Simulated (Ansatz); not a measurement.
# CBr2ClF (dibromochlorofluoromethane) at 6 levels

Wanted: a comparison of 6 runs (HF/STO-3G, HF/6-31G, BLYP/pcseg-1, B3LYP/6-31G*, PBE0/def2-SVP, PBE0/aug-cc-pVDZ) of CBr2ClF (dibromochlorofluoromethane). 

The results are computed with Ansatz 0.2.0.

1 further run of the same task is left out (it didn't finish).

**1. The structure to begin with**

CBr2ClF: 5 atoms, total charge 0, spin state singlet. As SMILES, `FC(Cl)(Br)Br`. The shape is that of a PBE0-D4/def2-TZVP optimisation.

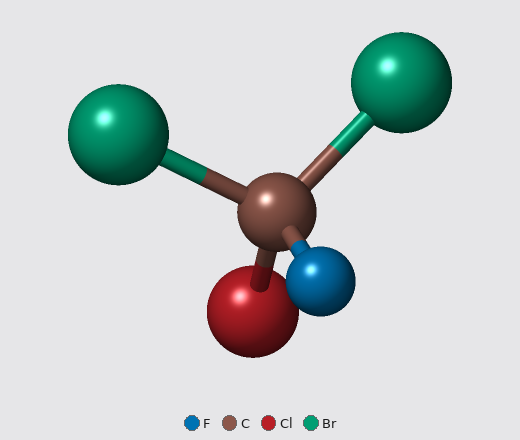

Viewed from a chosen angle; fluorine blue, carbon brown, chlorine red, bromine teal.

**2. Energy and forces at HF/STO-3G (run 1)**

input.yaml reads:

```yaml
basis:
  gaussian:
    orbitals: STO-3G
crystal:
  periodic: [false, false, false]
  atoms:
    - symbol: F
      position_ang: [1.219400, -0.708600, 0.266600]
    - symbol: C
      position_ang: [0.074700, -0.067500, 0.041700]
    - symbol: Cl
      position_ang: [-0.943400, -0.212100, 1.460600]
    - symbol: Br
      position_ang: [-0.781900, -0.877000, -1.494500]
    - symbol: Br
      position_ang: [0.481200, 1.791500, -0.315900]
hamiltonian:
  xc: hf
accuracy: high
output:
  forces: true
  orbitals: {seedname: orbitals}
```

Run with:

```sh
$ ansatz run input.yaml --threads 1 --pin off --max-ram 2610MiB --events-out events.jsonl --progress --plain --runs-dir runs
```

Log:

```text
Warning: RAYON_NUM_THREADS=1 ignored (pool sized by the plan → 1); use --threads N
Functional definition: HF
  name "HF"
  exchange = exact_x
  correlation = 0
889 factors; integrals over basis functions are off by at most 5.9e-9 eV
mean field evaluation 1: about -154534.4506 eV, gradient 4.7e1 eV
mean field evaluation 2: about -154534.6531 eV, gradient 4.7e1 eV
mean field evaluation 4: about -154542.6896 eV, gradient 1.6e0 eV
mean field evaluation 8: about -154542.7010 eV, gradient 4.5e-5 eV
mean field -154542.70098274 eV, -5679.3395083105 hartree, gradient 2.7e-8 eV, S^2 0.000000; 0 other end points of the search recorded, 0 dependent functions left out
the calculation of the forces begins
reference -154542.70098274 eV, -5679.3395083105 hartree; 51, 51 occupied and 4, 4 virtual orbitals, 889 factors
Total energy: -154542.70098274 eV, -5679.3395083105 hartree
Atom 0 at     1.219400    -0.708600     0.266600 Å, force     1.910959    -1.135265     0.521252 eV/Å
Atom 1 at     0.074700    -0.067500     0.041700 Å, force     0.072504     1.161809    -2.705995 eV/Å
Atom 2 at    -0.943400    -0.212100     1.460600 Å, force    -1.782858    -0.278551     2.540083 eV/Å
Atom 3 at    -0.781900    -0.877000    -1.494500 Å, force    -0.282402    -0.258772    -0.347146 eV/Å
Atom 4 at     0.481200     1.791500    -0.315900 Å, force     0.081797     0.510779    -0.008193 eV/Å
Dipole moment:     0.114653     0.002449    -0.128620 e Å
```

Wall time 2.4 s (1 thread of Arm Neoverse V1, shared host); peak memory 0.15 GiB.

**3. Energy and gradient at HF/6-31G (run 2)**

input.yaml reads:

```yaml
crystal:
  periodic: [false, false, false]
  atoms:
    - {symbol: F, position_ang: [1.219400, -0.708600, 0.266600]}
    - {symbol: C, position_ang: [0.074700, -0.067500, 0.041700]}
    - {symbol: Cl, position_ang: [-0.943400, -0.212100, 1.460600]}
    - {symbol: Br, position_ang: [-0.781900, -0.877000, -1.494500]}
    - {symbol: Br, position_ang: [0.481200, 1.791500, -0.315900]}
basis:
  gaussian:
    orbitals: 6-31G-spherical.json
hamiltonian:
  xc: hf
accuracy: high
output: {forces: true, orbitals: {seedname: orbitals}}
```

The basis set 6-31G is read from a file made from the Basis Set Exchange's data (not shown).

Run with:

```sh
$ ansatz run input.yaml --threads 1 --pin off --max-ram 2610MiB --events-out events.jsonl --progress --plain --runs-dir runs
```

Log, shortened:

```text
Warning: RAYON_NUM_THREADS=1 ignored (pool sized by the plan → 1); use --threads N
[... 2 set-up lines as earlier in the session ...]
[...]
1677 factors; integrals over basis functions are off by at most 6.3e-9 eV
[...]
mean field -156213.78485517 eV, -5740.7507079212 hartree, gradient 6.6e-8 eV, S^2 0.000000; 0 other end points of the search recorded, 0 dependent functions left out
[...]
reference -156213.78485517 eV, -5740.7507079212 hartree; 51, 51 occupied and 34, 34 virtual orbitals, 1677 factors
Total energy: -156213.78485517 eV, -5740.7507079212 hartree
Atom 0 at     1.219400    -0.708600     0.266600 Å, force     1.703594    -0.970085     0.369593 eV/Å
Atom 1 at     0.074700    -0.067500     0.041700 Å, force    -0.894386     0.956092    -1.204042 eV/Å
Atom 2 at    -0.943400    -0.212100     1.460600 Å, force    -0.921615    -0.269339     1.595974 eV/Å
Atom 3 at    -0.781900    -0.877000    -1.494500 Å, force    -0.233567    -0.470586    -0.650694 eV/Å
Atom 4 at     0.481200     1.791500    -0.315900 Å, force     0.345974     0.753918    -0.110832 eV/Å
Dipole moment:    -0.152317     0.116832    -0.101475 e Å
```

Run time: 7.8 s. Hardware: 1 thread of Arm Neoverse V1, shared host; peak memory 0.29 GiB.

**4. Energy and forces at BLYP/pcseg-1 (run 3)**

in.yaml reads:

```yaml
crystal:
  periodic: [false, false, false]
  atoms:
    - symbol: F
      position_ang: [1.219400, -0.708600, 0.266600]
    - symbol: C
      position_ang: [0.074700, -0.067500, 0.041700]
    - symbol: Cl
      position_ang: [-0.943400, -0.212100, 1.460600]
    - symbol: Br
      position_ang: [-0.781900, -0.877000, -1.494500]
    - symbol: Br
      position_ang: [0.481200, 1.791500, -0.315900]
basis:
  gaussian:
    orbitals: pcseg-1.json
hamiltonian:
  xc: {name: BLYP}
output: {forces: true, orbitals: {seedname: orbitals}}
accuracy: high
```

The basis set pcseg-1 is read from a file made from the Basis Set Exchange's data (not shown).

Run with:

```sh
$ ansatz run in.yaml --threads 1 --pin off --max-ram 2610MiB --events-out events.jsonl --progress --plain --runs-dir runs
```

Log, shortened:

```text
Warning: RAYON_NUM_THREADS=1 ignored (pool sized by the plan → 1); use --threads N
Functional definition: BLYP
  name "BLYP"
[...]
1972 factors; integrals over basis functions are off by at most 5.6e-9 eV
[...]
mean field -156352.62205524 eV, -5745.8528809163 hartree, gradient 9.7e-8 eV, S^2 0.000000; 0 other end points of the search recorded, 0 dependent functions left out
[...]
reference -156352.62210159 eV, -5745.8528826199 hartree; 51, 51 occupied and 49, 49 virtual orbitals, 1972 factors
Total energy: -156352.62210159 eV, -5745.8528826199 hartree
Atom 0 at     1.219400    -0.708600     0.266600 Å, force     1.184619    -0.661085     0.226162 eV/Å
Atom 1 at     0.074700    -0.067500     0.041700 Å, force    -0.188816     0.158577    -0.154704 eV/Å
Atom 2 at    -0.943400    -0.212100     1.460600 Å, force    -0.780295    -0.138704     1.148942 eV/Å
Atom 3 at    -0.781900    -0.877000    -1.494500 Å, force    -0.513513    -0.536718    -0.988437 eV/Å
Atom 4 at     0.481200     1.791500    -0.315900 Å, force     0.298005     1.177931    -0.231962 eV/Å
Dipole moment:    -0.062775     0.048844    -0.043460 e Å
```

Run time: 14 s. Hardware: 1 thread of Arm Neoverse V1, shared host; peak memory 0.25 GiB.

Runs 4 to 5 aren't shown in full; the table further down has their settings and results.

**5. Energy and gradient at PBE0/aug-cc-pVDZ (run 6)**

input.yaml reads:

```yaml
crystal:
  periodic: [false, false, false]
  atoms:
    - symbol: F
      position_ang: [1.219400, -0.708600, 0.266600]
    - symbol: C
      position_ang: [0.074700, -0.067500, 0.041700]
    - symbol: Cl
      position_ang: [-0.943400, -0.212100, 1.460600]
    - symbol: Br
      position_ang: [-0.781900, -0.877000, -1.494500]
    - symbol: Br
      position_ang: [0.481200, 1.791500, -0.315900]
basis:
  gaussian: {orbitals: aug-cc-pVDZ}
total_charge: 0
hamiltonian: {xc: {name: PBE0}}
accuracy: high
output: {forces: true, orbitals: {seedname: orbitals}}
```

Run with:

```sh
$ ansatz run input.yaml --threads 1 --pin off --max-ram 2610MiB --events-out events.jsonl --progress --plain --runs-dir runs
```

Log, shortened:

```text
Warning: RAYON_NUM_THREADS=1 ignored (pool sized by the plan → 1); use --threads N
Functional definition: PBE0
  name "PBE0"
[...]
2877 factors; integrals over basis functions are off by at most 4.3e-9 eV
[...]
mean field -156343.82396364 eV, -5745.5295570138 hartree, gradient 4.8e-8 eV, S^2 0.000000; 0 other end points of the search recorded, 0 dependent functions left out
[...]
reference -156343.82396716 eV, -5745.5295571431 hartree; 51, 51 occupied and 94, 94 virtual orbitals, 2877 factors
Total energy: -156343.82396716 eV, -5745.5295571431 hartree
Atom 0 at     1.219400    -0.708600     0.266600 Å, force     0.358679    -0.202149     0.072154 eV/Å
Atom 1 at     0.074700    -0.067500     0.041700 Å, force    -0.175723     0.175404    -0.206564 eV/Å
Atom 2 at    -0.943400    -0.212100     1.460600 Å, force    -0.167051    -0.029198     0.243601 eV/Å
Atom 3 at    -0.781900    -0.877000    -1.494500 Å, force    -0.042292    -0.044674    -0.086275 eV/Å
Atom 4 at     0.481200     1.791500    -0.315900 Å, force     0.026387     0.100616    -0.022916 eV/Å
Dipole moment:    -0.070355     0.041059    -0.017701 e Å
```

Wall time 41 s (1 thread of Arm Neoverse V1, shared host); peak memory 0.77 GiB.

**6. The series**

```
run                               level   energy (Eh)  dipole moment (D)  HOMO energy (eV)  LUMO energy (eV)  wall time
  1                           HF/STO-3G  -5679.339508               0.83             -9.22              6.37      2.4 s
  2                            HF/6-31G  -5740.750708               1.04            -11.74              1.46      7.8 s
  3                        BLYP/pcseg-1  -5745.852883               0.44             -6.89             -2.76       14 s
  4  B3LYP/6-31G* (spherical functions)  -5745.850386               0.28             -8.10             -2.20       23 s
  5                       PBE0/def2-SVP  -5744.674958               0.43             -8.34             -1.71       20 s
  6                    PBE0/aug-cc-pVDZ  -5745.529557               0.40             -8.49             -2.10       41 s
```

**7. Outcome**

```
                       quantity           value
            run 6: total energy  -5745.52956 Eh
           run 6: dipole moment          0.40 D
             run 6: HOMO energy        -8.49 eV
             run 6: LUMO energy        -2.10 eV
           run 6: HOMO–LUMO gap         6.39 eV
run 6: largest force on an atom      0.418 eV/Å
```

**Reading.** The dipole moment (its size) runs from 0.28 D (B3LYP/6-31G*) to 1.04 D (HF/6-31G). The two ends differ in method and basis. The HOMO–LUMO gap runs from 4.13 eV (BLYP/pcseg-1) to 15.59 eV (HF/STO-3G). Totals of different functionals can't be ranked against each other. In run 1 the basis is minimal, so the values are rough. All runs together took 1.8 min, the longest 41 s.
